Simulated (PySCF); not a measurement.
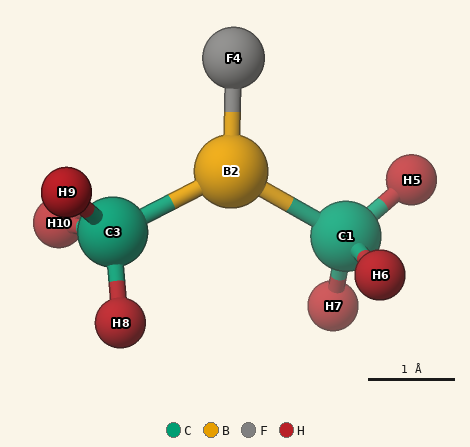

**Figure 1.** The structure as given in the input (ball-and-stick view, seen at a tilt; atoms are numbered from 1 in the order of the input).

## Geometry relaxation, with input and output: C2H6BF

System: C2H6BF.
Method: PBE0-D3(BJ)/def2-SVPD geometry optimisation, gas phase (PySCF 2.14.0).

## The program's output
```
step   0  E = -204.22238004  max force = 0.015200
step   1  E = -204.22355015  max force = 0.002261
step   2  E = -204.22357978  max force = 0.000802
step   3  E = -204.22358374  max force = 0.000352
optimisation converged
```

## Trajectory as extended XYZ (Å, eV, eV/Å), 4 frames, from step=0 to step=3
```
10
Properties=species:S:1:pos:R:3:forces:R:3 step=0 energy=-5557.17402
C     0.7401    0.3570   -1.1476    0.0840  -0.4028   0.6110
B     0.3337   -0.4294    0.1600   -0.5999   0.7816  -0.3063
C    -0.9341   -0.0971    1.0409    0.4675  -0.2429  -0.4216
F     1.1038   -1.4370    0.5511    0.3418  -0.4547   0.1671
H     1.7618    0.1527   -1.4562    0.4087  -0.1153  -0.1131
H     0.0890    0.0649   -1.9709   -0.3486  -0.1365  -0.3051
H     0.6225    1.4317   -1.0330   -0.1287   0.4484   0.0907
H    -1.6581    0.5354    0.5369   -0.2549   0.2934  -0.2371
H    -1.4375   -1.0025    1.3735   -0.1581  -0.3951   0.1466
H    -0.6211    0.4242    1.9453    0.1882   0.2239   0.3679
10
Properties=species:S:1:pos:R:3:forces:R:3 step=1 energy=-5557.20586
C     0.8295    0.3846   -1.0666   -0.0136   0.0598  -0.1163
B     0.3340   -0.4556    0.1530    0.1115  -0.0873   0.0709
C    -0.9569   -0.1839    0.9909   -0.1114   0.0338   0.0519
F     1.0883   -1.5066    0.5297   -0.0477   0.0367  -0.0329
H     1.8697    0.1769   -1.3515   -0.0050  -0.0232   0.0309
H     0.1900    0.1366   -1.9340    0.0148   0.0177   0.0313
H     0.7046    1.4674   -0.9079   -0.0218  -0.0340   0.0182
H    -1.6918    0.4528    0.4787    0.0234   0.0031   0.0055
H    -1.4468   -1.1135    1.3181    0.0405   0.0000  -0.0205
H    -0.6594    0.3455    1.9147    0.0093  -0.0066  -0.0389
10
Properties=species:S:1:pos:R:3:forces:R:3 step=2 energy=-5557.20666
C     0.8266    0.3851   -1.0658    0.0198   0.0005  -0.0412
B     0.3380   -0.4600    0.1548    0.0176  -0.0208   0.0098
C    -0.9555   -0.1824    0.9895   -0.0271  -0.0079   0.0295
F     1.0889   -1.5136    0.5268   -0.0368   0.0367  -0.0209
H     1.8669    0.1787   -1.3499    0.0025  -0.0021   0.0054
H     0.1857    0.1394   -1.9315    0.0026   0.0016   0.0092
H     0.6969    1.4654   -0.8998   -0.0063  -0.0052   0.0149
H    -1.6865    0.4557    0.4747    0.0136  -0.0007  -0.0038
H    -1.4438   -1.1124    1.3155    0.0091  -0.0043  -0.0006
H    -0.6560    0.3481    1.9109    0.0051   0.0022  -0.0023
10
Properties=species:S:1:pos:R:3:forces:R:3 step=3 energy=-5557.20677
C     0.8272    0.3862   -1.0684   -0.0026  -0.0060   0.0150
B     0.3358   -0.4582    0.1527   -0.0116  -0.0055  -0.0113
C    -0.9562   -0.1831    0.9923    0.0181   0.0027  -0.0073
F     1.0836   -1.5138    0.5205    0.0008  -0.0082  -0.0003
H     1.8680    0.1777   -1.3490   -0.0007   0.0039   0.0010
H     0.1869    0.1427   -1.9343   -0.0032  -0.0021  -0.0070
H     0.6973    1.4654   -0.8982    0.0038   0.0120   0.0013
H    -1.6880    0.4551    0.4793   -0.0048   0.0008  -0.0015
H    -1.4399   -1.1154    1.3178   -0.0015  -0.0021   0.0018
H    -0.6534    0.3472    1.9124    0.0016   0.0045   0.0084
```

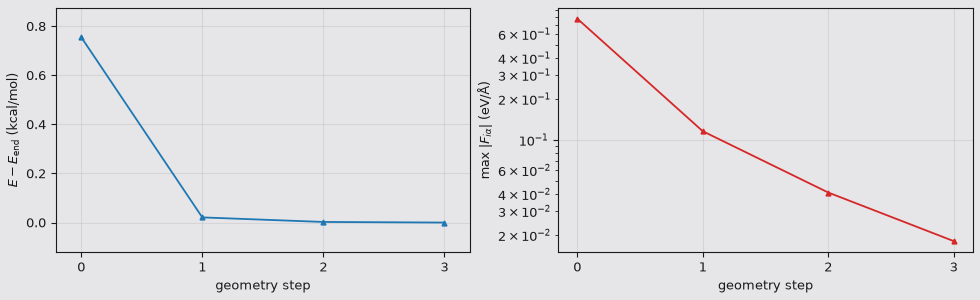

**Figure 2.** Progress of the relaxation, step by step (steps are counted from 0).

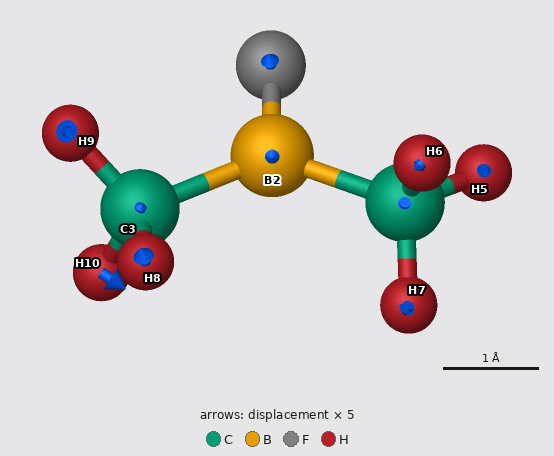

**Figure 3.** The starting structure with the displacements as blue arrows, magnified 5 times (ball-and-stick view, seen at a tilt). The two geometries are laid on each other by the best rigid fit. The atom that moves furthest after the best rigid fit is H10 (0.064 Å). Largest moves by element: H 0.064 Å, F 0.037 Å, B 0.023 Å, C 0.020 Å. Among the contacts that change: B2–F4 1.327 → 1.345 Å, C1–B2 1.579 → 1.564 Å, B2–C3 1.579 → 1.565 Å, C1–H5 1.087 → 1.098 Å. Over 3 geometry steps the energy falls by 0.76 kcal/mol. The largest force component goes from 0.78 to 0.018 eV/Å. (Atoms are counted from 1 in the order of the input.)

The run was set up as follows.

## Input file
```
{"job": {"xc": "PBE0", "basis": "def2-SVPD", "d3": "d3bj", "grid": 2, "kind": "geom"}, "charge": 0, "multiplicity": 1}
C      0.740131     0.357051    -1.147583
B      0.333661    -0.429439     0.160042
C     -0.934137    -0.097140     1.040865
F      1.103756    -1.436984     0.551060
H      1.761789     0.152667    -1.456182
H      0.089021     0.064925    -1.970894
H      0.622496     1.431730    -1.032991
H     -1.658130     0.535445     0.536858
H     -1.437477    -1.002445     1.373473
H     -0.621110     0.424190     1.945354
```

The first line tells a small driver script what to run in PySCF; the rest is the geometry in Å.

Launched with:
```bash
OMP_NUM_THREADS=1 python <driver script> task.json out
```

## Summary

| quantity | value |
| --- | --- |
| outcome | converged |
| total energy | −204.223584 hartree |
| dipole moment | 1.47 D |
| point group | C1 |
| hardware | 1 CPU thread, shared host |
| wall time | 34 s |
| peak memory | 0.57 GiB |
